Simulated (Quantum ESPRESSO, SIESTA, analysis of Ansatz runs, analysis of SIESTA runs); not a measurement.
## H_O in Al2O3 (R-3c): how far do the levels depend on the k-points? (SIESTA)

Question: at which Fermi levels does H_O in Al2O3 (R-3c) change its charge, and how much of the answer depends on the k-points? The model is a cell of 80 host atoms with 1 O taken out and 1 H put in.

Program: SIESTA 5.4.2. Level of theory: SIESTA numerical-orbital DFT, PBEsol, DZP basis, PseudoDojo 0.4.1 potentials converted to PSML; charged supercells in a uniform background, point-charge correction with alignment at far sites. Results are calculated unless marked as measured.

**What experiment says.**

For Al2O3, alpha (corundum) (high-purity reference sample), “Multi-petahertz electron interference in Cr:Al2O3 solid-state material” (2018, pmc:5906618) quotes earlier work: band gap (optical band gap of host from absorption) 8.7 eV [literature value quoted for a high-purity sample; optical absorption edge, temperature …].

This is a report of a sequence of runs, with most program output left out.

### 1. The structure

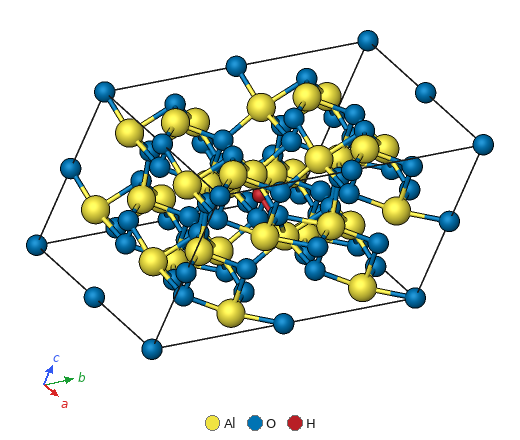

The starting structure, seen slightly off an axis (aluminium yellow, oxygen blue, hydrogen red). Bonds to atoms that aren't drawn are left out. Some periodic images of atoms are drawn too.

The cell holds 80 atoms: 32 Al, 47 O and 1 H. Its edges and angles: a = 10.305 Å, b = 10.305 Å, c = 10.305 Å, α = 55.5°, β = 55.5°, γ = 55.5°. It derives from Al2O3 (space group R-3c). Nearest the centre at fractional (0.625, 0.278, 0.472): H49 at 0.00 Å, Al41 at 1.87 Å, Al2 at 1.87 Å, Al54 at 1.98 Å, Al53 at 1.98 Å, O80 at 2.54 Å, O16 at 2.54 Å, O58 at 2.63 Å.

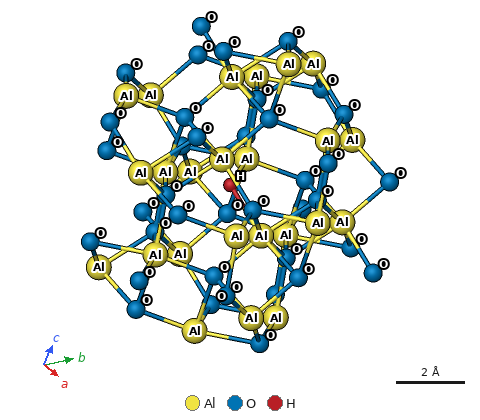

The atoms within 5 Å of the centre.

As a file:

Known beforehand: the electronic dielectric constant, (3.25, 3.25, 3.21), and the static one, (9.30, 9.30, 11.25), from a response run on this crystal (DFPT, PBEsol, Quantum ESPRESSO) at that run's own cell.

The cell's shortest repeat is 9.6 Å.

The primitive cell was relaxed at this level beforehand, to 86.63 Å³.

The defect-free supercell was relaxed beforehand, from displaced atoms: they ended at most 0.01 Å from the sites they started about, so the symmetric structure holds.

### 2. Band edges

Levels are counted from the valence top, which comes from the unit cell, dense mesh; the energy of the host comes from the defect-free supercell at the defects' own k-points, so that the host's part of the sampling error cancels.

File host.fdf:

```
SystemName                      Al2O3
SystemLabel                     host
NumberOfSpecies                 2
NumberOfAtoms                   10
%block ChemicalSpeciesLabel
  1   13 Al
  2    8 O
%endblock ChemicalSpeciesLabel
LatticeConstant                 1.0 Ang
%block LatticeVectors
     2.399251000     1.385208000     4.344362000
    -2.399251000     1.385208000     4.344362000
     0.000000000    -2.770417000     4.344362000
%endblock LatticeVectors
AtomicCoordinatesFormat         Fractional
%block AtomicCoordinatesAndAtomicSpecies
     0.647298456     0.647298456     0.647298583  1
     0.852701484     0.852701484     0.852701537  1
     0.147298516     0.147298516     0.147298463  1
     0.352701544     0.352701544     0.352701417  1
     0.444775926     0.055223937     0.750000022  2
     0.944776004     0.250000009     0.555224102  2
     0.055223996     0.749999991     0.444775898  2
     0.749999993     0.444775987     0.055223905  2
     0.250000007     0.555224013     0.944776095  2
     0.555224074     0.944776063     0.249999978  2
%endblock AtomicCoordinatesAndAtomicSpecies
%block kgrid.MonkhorstPack
    8   0   0  0.00
    0   8   0  0.00
    0   0   8  0.00
%endblock kgrid.MonkhorstPack
XC.Functional                   GGA
XC.Authors                      PBEsol
PAO.BasisSize                   DZP
PAO.EnergyShift                 0.005 Ry
Mesh.Cutoff                     300 Ry
OccupationFunction              FD
ElectronicTemperature           0.01 eV
MaxSCFIterations                150
SCF.MustConverge                true
SCF.Mixer.Method                Pulay
SCF.Mixer.Weight                0.2
SCF.Mixer.History               10
SCF.DM.Tolerance                1.0e-4
SCF.H.Tolerance                 1.0e-3 eV
WriteForces                     true
Charge.Mulliken                 end
```

The run is started by

```bash
> OMP_NUM_THREADS=1 siesta host.fdf > host.out
```

The job ended after 2.6 min (1 MPI rank of Arm Neoverse V1, shared host; peak memory 0.37 GiB).

The gap at this level is 5.88 eV.

Test of the sampling: at one point at (¼, ¼, ¼) the host's energy lies 3 meV an atom above its value on the primitive cell's dense mesh, close enough for the relaxations.

### 3. Relaxing each charge state

Each state starts from the atoms near the defect displaced at random, so that no symmetry of the ideal site is imposed. An odd electron count needs spin polarisation, and the total moment is held fixed to keep the state apart from its neighbours in spin. Charge +2 is shown in full.

File defect.fdf:

```
SystemName                      Al32HO47
SystemLabel                     defect
NumberOfSpecies                 3
NumberOfAtoms                   80
%block ChemicalSpeciesLabel
  1   13 Al
  2    8 O
  3    1 H
%endblock ChemicalSpeciesLabel
LatticeConstant                 1.0 Ang
%block LatticeVectors
     4.798502000     2.770416000     8.688724000
    -4.798502000     2.770416000     8.688724000
     0.000000000    -5.540834000     8.688724000
%endblock LatticeVectors
AtomicCoordinatesFormat         Fractional
%block AtomicCoordinatesAndAtomicSpecies
     0.321331493     0.321489251     0.322408380  1
     0.430262800     0.420371978     0.426925479  1
     0.073172440     0.070564573     0.079691405  1
     0.182109704     0.172108949     0.176381216  1
     0.222387963     0.027611968     0.375000011  2
     0.474146136     0.118710036     0.280156133  2
     0.027367252     0.380943966     0.218694112  2
     0.374999996     0.222387994     0.027611953  2
     0.125000004     0.277612006     0.472388047  2
     0.277612037     0.472388032     0.124999989  2
     0.324340004     0.318751281     0.828961940  1
     0.426350742     0.426350742     0.926350768  1
     0.072989024     0.068205822     0.575942658  1
     0.170130839     0.179555464     0.677778505  1
     0.222387963     0.027611968     0.875000011  2
     0.466806365     0.127942430     0.781243659  2
     0.027611998     0.374999995     0.722387949  2
     0.373427118     0.219814241     0.533881282  2
     0.125000004     0.277612006     0.972388047  2
     0.273188757     0.472619126     0.624100442  2
     0.319541434     0.825679510     0.328483315  1
     0.426350742     0.926350742     0.426350768  1
     0.073649258     0.573649258     0.073649232  1
     0.176350772     0.676350772     0.176350708  1
     0.219531417     0.533123173     0.375755077  2
     0.468613362     0.630121075     0.279204329  2
     0.027611998     0.874999995     0.222387949  2
     0.374999996     0.722387994     0.027611953  2
     0.125000004     0.777612006     0.472388047  2
     0.277612037     0.972388032     0.124999989  2
     0.323649228     0.823649228     0.823649292  1
     0.420127463     0.929196656     0.928921661  1
     0.068963074     0.577800754     0.571407556  1
     0.182098573     0.676398006     0.672085646  1
     0.222387963     0.527611968     0.875000011  2
     0.472388002     0.625000005     0.777612051  2
     0.027611998     0.874999995     0.722387949  2
     0.370459337     0.722291717     0.527185841  2
     0.125000004     0.777612006     0.972388047  2
     0.277612037     0.972388032     0.624999989  2
     0.817654948     0.326320424     0.326998880  1
     0.925832681     0.422718902     0.432371998  1
     0.573649258     0.073649258     0.073649232  1
     0.681867292     0.173421263     0.177117047  1
     0.723826969     0.030728550     0.376071611  2
     0.971459379     0.121446081     0.283722258  2
     0.529867351     0.374011757     0.226199998  2
     0.872478320     0.221582585     0.033713382  2
     0.619512932     0.281875155     0.474576591  3
     0.774771629     0.470929611     0.131253275  2
     0.823649228     0.323649228     0.823649292  1
     0.931395381     0.425591424     0.926706902  1
     0.576232453     0.070782004     0.577940853  1
     0.671448945     0.175518026     0.681776723  1
     0.716145800     0.029619994     0.878100229  2
     0.972388002     0.125000005     0.777612051  2
     0.532175262     0.376202976     0.716730988  2
     0.869890294     0.222374236     0.528111025  2
     0.625000004     0.277612006     0.972388047  2
     0.774079534     0.473919021     0.622117330  2
     0.823649228     0.823649228     0.323649292  1
     0.928733244     0.923690267     0.430749864  1
     0.574380855     0.577860787     0.073950796  1
     0.675719974     0.674879981     0.182161150  1
     0.725537744     0.531115211     0.372977490  2
     0.972388002     0.625000005     0.277612051  2
     0.527611998     0.874999995     0.222387949  2
     0.874999996     0.722387994     0.027611953  2
     0.625000004     0.777612006     0.472388047  2
     0.777612037     0.972388032     0.124999989  2
     0.823232783     0.820638522     0.829670834  1
     0.926350742     0.926350742     0.926350768  1
     0.569564108     0.579559935     0.573195218  1
     0.676350772     0.676350772     0.676350708  1
     0.722387963     0.527611968     0.875000011  2
     0.972388002     0.625000005     0.777612051  2
     0.525807600     0.876184632     0.718110037  2
     0.874999996     0.722387994     0.527611953  2
     0.625000004     0.777612006     0.972388047  2
     0.783389391     0.970449892     0.620871564  2
%endblock AtomicCoordinatesAndAtomicSpecies
%block kgrid.MonkhorstPack
    1   0   0  0.25
    0   1   0  0.25
    0   0   1  0.25
%endblock kgrid.MonkhorstPack
XC.Functional                   GGA
XC.Authors                      PBEsol
PAO.BasisSize                   DZP
PAO.EnergyShift                 0.005 Ry
Mesh.Cutoff                     300 Ry
NetCharge                       2.0
Spin                            polarized
%block DM.InitSpin
     2   0.200
    41   0.200
    49   0.200
    53   0.200
    54   0.200
%endblock DM.InitSpin
Spin.Fix                        true
Spin.Total                      1.0
OccupationFunction              FD
ElectronicTemperature           0.01 eV
MaxSCFIterations                150
SCF.MustConverge                true
SCF.Mixer.Method                Pulay
SCF.Mixer.Weight                0.1
SCF.Mixer.History               10
SCF.DM.Tolerance                3.0e-4
SCF.H.Tolerance                 3.0e-3 eV
WriteForces                     true
Charge.Mulliken                 end
SaveRho                         true
SaveElectrostaticPotential      true
Charge.Hirshfeld                end
Charge.Voronoi                  end
MD.TypeOfRun                    Broyden
MD.Steps                        90
MD.MaxForceTol                  0.04 eV/Ang
MD.MaxDispl                     0.15 Ang
WriteCoorStep                   true
AtomCoorFormatOut               Fractional
```

The run is started by

```bash
> OMP_NUM_THREADS=1 siesta defect.fdf > defect.out
```

Elapsed: 2.8 h, on 1 MPI rank; peak memory 2.3 GiB.

The steps and moves of this run count from the displaced start.

Step by step:

```csv
step,energy less that of the first step (eV),largest force (eV/Å)
0,0.0000,2.9780
1,-1.0688,1.2455
2,-1.3489,0.5033
3,-1.4358,0.2491
4,-1.4668,0.2188
5,-1.4801,0.1786
6,-1.4872,0.1310
7,-1.4913,0.0843
8,-1.4929,0.0514
9,-1.4935,0.0317
```

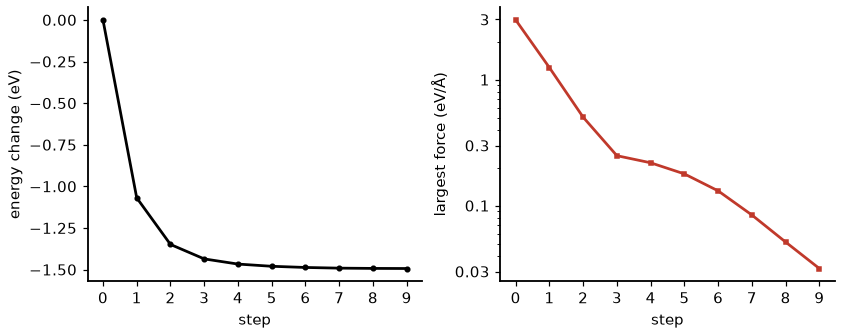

Energy and largest force along the relaxation.

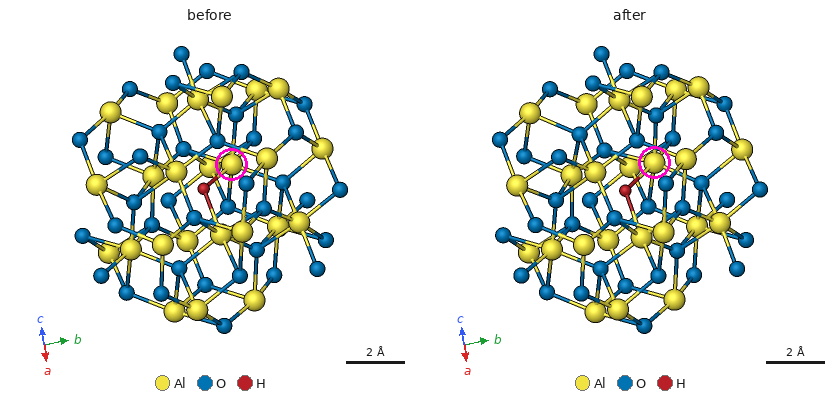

Before and after: the atoms that start within 5 Å of the centre. Al2, which moves most, is ringed if it is among them.

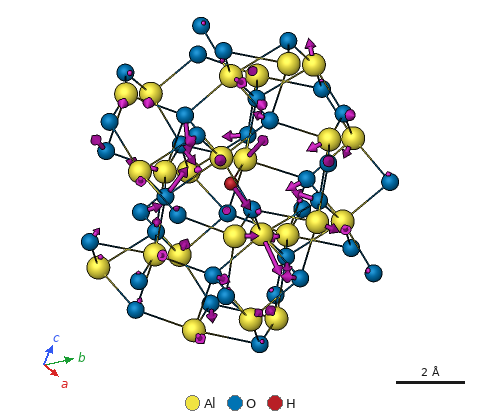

Displacements in the relaxation near the centre, exaggerated; the longest in the cell stands for 0.12 Å.

The atoms that moved most (Å):

```csv
atom,dx,dy,dz,length
Al2,-0.118,0.013,-0.037,0.124
Al41,0.064,0.086,0.057,0.121
Al53,0.003,-0.052,-0.097,0.110
O80,-0.095,-0.016,0.013,0.098
Al54,0.061,-0.024,0.070,0.096
O16,0.044,0.080,-0.014,0.093
H49,-0.005,0.085,-0.001,0.085
O77,0.033,-0.063,0.032,0.078
```

Neighbours of H49 at the end:

```csv
atom,distance (Å)
Al2,1.907
Al41,1.911
Al54,2.149
Al53,2.155
O16,2.554
O80,2.558
O58,2.617
O18,2.620
O65,2.664
O47,2.669
```

Energies on the run's own zero. States near gap, by row:

```csv
spin,k,band,energy (eV),filled by count
up,0,185,-9.296,1
up,0,186,-9.29,1
up,0,187,-9.252,1
up,0,188,-9.152,1
up,0,189,-9.15,1
up,0,190,-2.866,0
up,0,191,-2.498,0
up,0,192,-2.092,0
up,0,193,-1.608,0
down,0,184,-9.287,1
down,0,185,-9.254,1
down,0,186,-9.252,1
down,0,187,-9.216,1
down,0,188,-9.105,1
down,0,189,-9.098,0
down,0,190,-2.855,0
down,0,191,-2.49,0
down,0,192,-2.086,0
```

The states that were run, at one point at (¼, ¼, ¼), on 1 MPI rank of Arm Neoverse V1, shared host:

```csv
charge,moment (μB),outcome,structures computed,largest displacement of a host atom from its site (Å),lowest empty less highest filled level (eV),time
+1,0,converged,10,0.10,6.22,85 min
+2,1,converged,10,0.10,0.01,2.8 h
−1,0,converged,18,0.23,0.58,3 h
0,1,converged,15,0.11,0.61,3.7 h
```

At charge +2 filled and empty levels, counted over both spins and all k-points, touch or overlap: the last carrier shares a level or a band, or the held moment keeps an electron of one spin above an empty level of the other.

Against the host's sites the lattice moves most at charge −1 (0.23 Å); the smallest move among the states is 0.10 Å.

### 4. Corrections and levels

A charged cell interacts with its images and the background. The point-charge term, screened by the static dielectric constant, takes that out, and the potential far from the defect is aligned with the host's. Chemical potentials: Al (fcc), H (H2 molecule) and O (O2 molecule), run alike.

By state, in eV; the first energy still holds the atoms taken out or put in:

```csv
charge,moment (μB),"energy over the host, electrons at the valence top",point-charge term,potential shift at far sites,its spread,correction
−1,0,444.759,0.237,0.005,0.036,0.233
0,1,438.730,0.000,-,-,0.000
+1,0,432.818,0.237,-0.037,0.037,0.200
+2,1,432.895,0.949,-0.124,0.040,0.701
```

Potentials at atomic sites for charge −1, some of the atoms; distances and the model charge refer to the site on which the defect was built:

```csv
atom,distance from that site (Å),potential less the host's (eV),point-charge model (eV)
Al41,1.878,0.920,0.307
O57,2.724,0.124,0.104
O46,2.946,-0.048,0.045
Al64,3.573,-0.012,-0.017
O48,3.964,-0.022,-0.041
Al21,4.398,-0.046,-0.061
O78,4.564,-0.113,-0.065
Al12,4.711,-0.086,-0.069
O17,4.879,-0.108,-0.073
O69,5.125,-0.102,-0.061
O10,5.290,-0.073,-0.086
O30,5.412,-0.016,-0.079
```

Over the charge states the far sites scatter by a standard deviation of up to 0.04 eV about the model once its mean shift is taken off, which is the uncertainty of the alignment.

Limit set by the element alone; other compounds of these elements are not counted. Chemical potentials from the elements' reference states: Al 0.00 eV, O -5.34 eV, H 0.00 eV. Formation energy by charge state (Al-rich; gap 5.88 eV):

```csv
charge,at valence top (eV),at conduction bottom (eV),correction included (eV)
+2,-2.13,9.63,0.70
+1,-2.70,3.17,0.20
0,3.01,3.01,0.00
−1,9.27,3.39,0.23
```

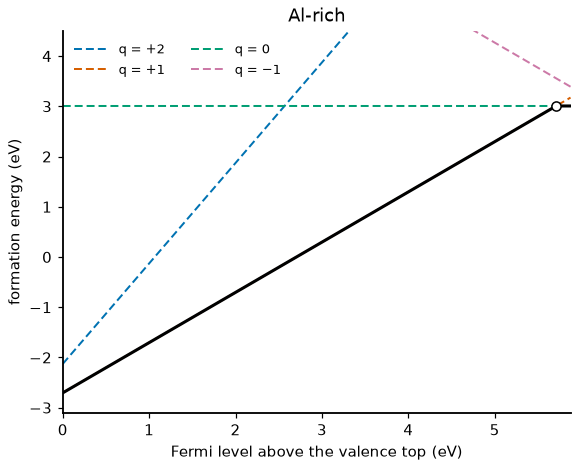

Formation energy against Fermi level; the thick line follows the lowest charge state and circles mark the transition levels.

Limit set by the element alone; other compounds of these elements are not counted. Chemical potentials from the elements' reference states: O 0.00 eV, Al -8.02 eV, H 0.00 eV. Formation energies (O-rich), with the Fermi level at the valence top and at the conduction bottom (gap 5.88 eV):

```csv
charge,at valence top (eV),at conduction bottom (eV),correction included (eV)
+2,3.22,14.97,0.70
+1,2.64,8.52,0.20
0,8.35,8.35,0.00
−1,14.61,8.73,0.23
```

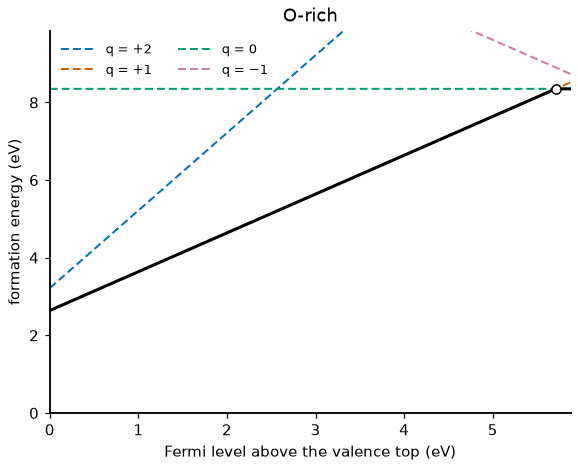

Formation energy against Fermi level; the thick line follows the lowest charge state and circles mark the transition levels.

So at this level: (+2/+1) at -0.58 eV (-0.08 without the correction), (+1/0) at 5.71 eV (5.91 without the correction) and (0/−1) at 6.26 eV (6.03 without the correction), in a gap of 5.88 eV. (+2/+1) and (0/−1) lie outside the gap, so the charge beyond is not the lowest at any Fermi level in the gap, within the error of the correction. Before or after the correction (+1/0) lies near a band edge or past it: the carrier may then sit in a band, where the correction doesn't apply, so this need not be the level of a bound state. At charge +2, 29 % of the majority spin lies within 4 Å of the centre, against 38 % for an even spread, which points to a carrier spread as in a band; the levels next to it are then no levels of a bound state.

[end of part 1 of 2]

[Logs are printed without paths, hosts, clocks, repeated set-up lines and the standing remarks that a program may print on its own settings, such as how far it seeks lower states.]

[Hosts, paths, dates, database ids (printed as entryN), source tags and the programs' standing remarks are cut or masked in the printed files.]

[For some hosts the program warned that the k-mesh of the response run may be too coarse for force constants and the static dielectric constant; such warnings are not shown here.]

[Charge tables in the logs are Mulliken or Hirshfeld populations, whose sizes and signs can differ; where basis functions stand at a vacancy, SIESTA counts their charge against the missing atom's valence.]

[In relaxation paths of CP2K, step 0 can be the structure after the first move, since the trajectory file begins there, and the last row can be the final structure solved once more.]
